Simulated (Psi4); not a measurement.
**HBr (hydrogen bromide): MP2/cc-pVTZ**

What is the vertical singlet–triplet gap of HBr (hydrogen bromide) at MP2/cc-pVTZ? 

The calculation is run with Psi4 1.11.

3 further runs of the same task are left out: 2 that didn't finish, 1 set aside as unsound or not needed.

## (1) Starting point

HBr: 2 atoms, total charge 0, spin state singlet. SMILES: `Br`. The coordinates come from a PBE0-D4/def2-TZVP relaxation.

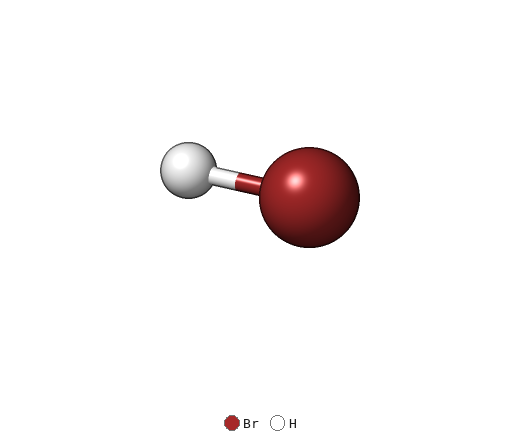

Viewed from a chosen angle; bromine red, hydrogen white.

## (2) A single-point energy at MP2/cc-pVTZ

Input file input.in:

```
memory 2.2 GB

molecule geom {
  0 1
  Br    -0.603220     0.217960    -0.305050
  H      0.603220    -0.217960     0.305050
  symmetry c1
}

set puream true
set e_convergence 1e-09
set d_convergence 1e-08
set scf_type pk
set num_frozen_docc 9
set mp2_type conv

energy("mp2/cc-pVTZ")
```

Run with:

```sh
$ psi4 input.in input.out -n 1
```

input.out:

```text
[...]
  Running in c1 symmetry.
[...]
  Nuclear repulsion =   13.038750007487819
[...]
  Multiplicity = 1
[...]
  Nalpha       = 18
  Nbeta        = 18
[...]
    Number of basis functions: 57
[...]
   @RHF iter   1: -2572.86212685206692   -1.61649e+00   1.64692e-02 DIIS/ADIIS
[...]
   @RHF iter  10: -2573.04832626688767   -1.36424e-12   8.66228e-10 DIIS
[...]
    Orbital Energies [Eh]
    ---------------------
    Doubly Occupied:
       1A   -490.034162     2A    -65.174769     3A    -58.529909
       4A    -58.528635     5A    -58.528635     6A     -9.848873
       7A     -7.460615     8A     -7.453701     9A     -7.453701
      10A     -3.204330    11A     -3.200358    12A     -3.200358
      13A     -3.191988    14A     -3.191988    15A     -1.032595
      16A     -0.580908    17A     -0.434191    18A     -0.434191
[...]
  @RHF Final Energy: -2573.04832626688767
   => Energetics <=
    Nuclear Repulsion Energy =             13.0387500074878186
    One-Electron Energy =               -3609.2063354626361615
    Two-Electron Energy =                1023.1192591882602301
    Total Energy =                      -2573.0483262668876705
[...]
 Multipole Moments:
 ------------------------------------------------------------------------------------
     Multipole            Electronic (a.u.)      Nuclear  (a.u.)        Total (a.u.)
 ------------------------------------------------------------------------------------
 L = 1.  Multiply by 2.5417464519 to convert [e a0] to [Debye]
 Dipole X            :          0.0000000            0.0000000            0.0000000
 Dipole Y            :          0.0000000           -0.0000000            0.0000000
 Dipole Z            :         -1.0658196            1.4657917            0.3999721
 Magnitude           :                                                    0.3999721
[...]
	SCS-MP2 Total Energy (a.u.)        : -2573.27635251768788
	SOS-MP2 Total Energy (a.u.)        : -2573.25437613212034
	SCSN-MP2 Total Energy (a.u.)       : -2573.16436158268516
[...]
	SOS-PI-MP2 Total Energy (a.u.)     : -2573.28871777632594
[...]
	MP2 Total Energy (a.u.)            : -2573.28596364461782
[...]
```

Wall time 25 s (1 thread of Intel Xeon at 2.70GHz, shared host); peak memory 1 GiB.

## (3) The triplet, same level

Input file job.py:

```python
import psi4

psi4.set_memory(2200000000)
psi4.set_num_threads(1)
psi4.set_output_file('psi4.out', False)

geom = psi4.geometry("""
0 3
Br
H 1 1.420474
units angstrom
symmetry c1
""")

options = {'basis': 'cc-pVTZ', 'reference': 'uhf', 'puream': True, 'e_convergence': 1e-09, 'd_convergence': 1e-08, 'scf_type': 'pk', 'num_frozen_docc': 9, 'mp2_type': 'conv', 'maxiter': 100}
psi4.set_options(options)

energy_value = psi4.energy("mp2")
print('E =', round(energy_value, 9))
for k, v in sorted(psi4.core.scalar_variables().items()):
    print(f'{k:45s} {v:18.10f}')
```

Run with:

```sh
$ python job.py
```

psi4.out:

```text
[...]
  Running in c1 symmetry.
[...]
  Nuclear repulsion =   13.038747892217669
[...]
  Multiplicity = 3
[...]
  Nalpha       = 19
  Nbeta        = 17
[...]
    Number of basis functions: 57
[...]
   @UHF iter   1: -2572.71758412571353   -1.47195e+00   1.46450e-02 DIIS/ADIIS
[...]
   @UHF iter  12: -2572.83317545921273   -3.18323e-12   4.62414e-09 DIIS
[...]
   @S^2 Observed:                2.012999720E+00
[...]
    Orbital Energies [Eh]
    ---------------------
    Alpha Occupied:
       1A   -490.106368     2A    -65.245508     3A    -58.604671
       4A    -58.599550     5A    -58.597368     6A     -9.924836
       7A     -7.545728     8A     -7.527649     9A     -7.522276
      10A     -3.281771    11A     -3.277030    12A     -3.272805
      13A     -3.262251    14A     -3.260713    15A     -1.136146
      16A     -0.657749    17A     -0.573429    18A     -0.502513
      19A     -0.197993
    Alpha Virtual:
      20A      0.271233    21A      0.319372    22A      0.340095
      23A      0.346215    24A      0.423732    25A      0.453502
[...]
  @UHF Final Energy: -2572.83317545921273
   => Energetics <=
    Nuclear Repulsion Energy =             13.0387478922176694
    One-Electron Energy =               -3606.7066767909786904
    Two-Electron Energy =                1020.8347534395484217
    Total Energy =                      -2572.8331754592127254
  UHF NO Occupations:
  HONO-2 :   17  A 1.9966635
  HONO-1 :   18  A 1.0000000
[...]
 Multipole Moments:
 ------------------------------------------------------------------------------------
     Multipole            Electronic (a.u.)      Nuclear  (a.u.)        Total (a.u.)
 ------------------------------------------------------------------------------------
 L = 1.  Multiply by 2.5417464519 to convert [e a0] to [Debye]
 Dipole X            :         -0.0000000            0.0000000           -0.0000000
 Dipole Y            :         -0.0000000            0.0000000           -0.0000000
 Dipole Z            :         -2.0229125            1.4657920           -0.5571205
 Magnitude           :                                                    0.5571205
[...]
	SCS-MP2 Total Energy (a.u.)        : -2573.03722455642401
	SOS-MP2 Total Energy (a.u.)        : -2573.01681674603788
	SCSN-MP2 Total Energy (a.u.)       : -2572.94092869805081
[...]
	SOS-PI-MP2 Total Energy (a.u.)     : -2573.04742362717525
[...]
	MP2 Total Energy (a.u.)            : -2573.04743329605844
[...]
```

The script printed:

```text
E = -2573.047433296
CURRENT CORRELATION ENERGY                         -0.2142578368
CURRENT ENERGY                                  -2573.0474332961
CURRENT REFERENCE ENERGY                        -2572.8331754592
DD SOLVATION ENERGY                                 0.0000000000
HF KINETIC ENERGY                                2573.3236647493
HF POTENTIAL ENERGY                             -5146.1568402085
HF TOTAL ENERGY                                 -2572.8331754592
HF VIRIAL RATIO                                     1.9998093946
MP2 CORRELATION ENERGY                             -0.2142578368
MP2 DOUBLES ENERGY                                 -0.2142578368
MP2 OPPOSITE-SPIN CORRELATION ENERGY               -0.1530344057
MP2 SAME-SPIN CORRELATION ENERGY                   -0.0612234312
MP2 SINGLES ENERGY                                  0.0000000000
MP2 TOTAL ENERGY                                -2573.0474332961
NUCLEAR REPULSION ENERGY                           13.0387478922
ONE-ELECTRON ENERGY                             -3606.7066767910
PCM POLARIZATION ENERGY                             0.0000000000
PE ENERGY                                           0.0000000000
SCF ITERATION ENERGY                            -2572.8331754592
SCF ITERATIONS                                     12.0000000000
SCF TOTAL ENERGY                                -2572.8331754592
SCS(N)-MP2 CORRELATION ENERGY                      -0.1077532388
SCS(N)-MP2 TOTAL ENERGY                         -2572.9409286981
SCS-MP2 CORRELATION ENERGY                         -0.2040490972
SCS-MP2 TOTAL ENERGY                            -2573.0372245564
SCS-MP2-VDW CORRELATION ENERGY                     -0.2264957549
SCS-MP2-VDW TOTAL ENERGY                        -2573.0596712141
SOS-MP2 CORRELATION ENERGY                         -0.1836412868
SOS-MP2 TOTAL ENERGY                            -2573.0168167460
SOS-PI-MP2 CORRELATION ENERGY                      -0.2142481680
SOS-PI-MP2 TOTAL ENERGY                         -2573.0474236272
TWO-ELECTRON ENERGY                              1020.8347534395
```

It took 24 s on 1 thread of Intel Xeon at 2.70GHz, shared host; peak memory 1 GiB.

## (4) What came out

Level: MP2/cc-pVTZ, 9 core orbitals frozen.

| quantity | value |
| --- | --- |
| singlet: total energy | -2573.28596 Eh |
| singlet: HOMO energy (Hartree–Fock orbitals) | -11.81 eV |
| singlet: LUMO energy (Hartree–Fock orbitals) | 2.95 eV |
| singlet: HOMO–LUMO gap (Hartree–Fock orbitals) | 14.77 eV |
| singlet: correlation energy (9 core orbitals frozen) | -237.6 mEh |
| triplet: total energy | -2573.04743 Eh |
| triplet: HOMO energy (Hartree–Fock orbitals) (highest over α and β) | -5.39 eV |
| triplet: LUMO energy (Hartree–Fock orbitals) (lowest over α and β) | -2.06 eV |
| triplet: correlation energy (9 core orbitals frozen) | -214.3 mEh |
| triplet: ⟨S²⟩ of the reference determinant | 2.013 |
| vertical energy of the triplet above the singlet | 6.491 eV |

At this shape the triplet lies 6.49 eV (626 kJ/mol) above the singlet.
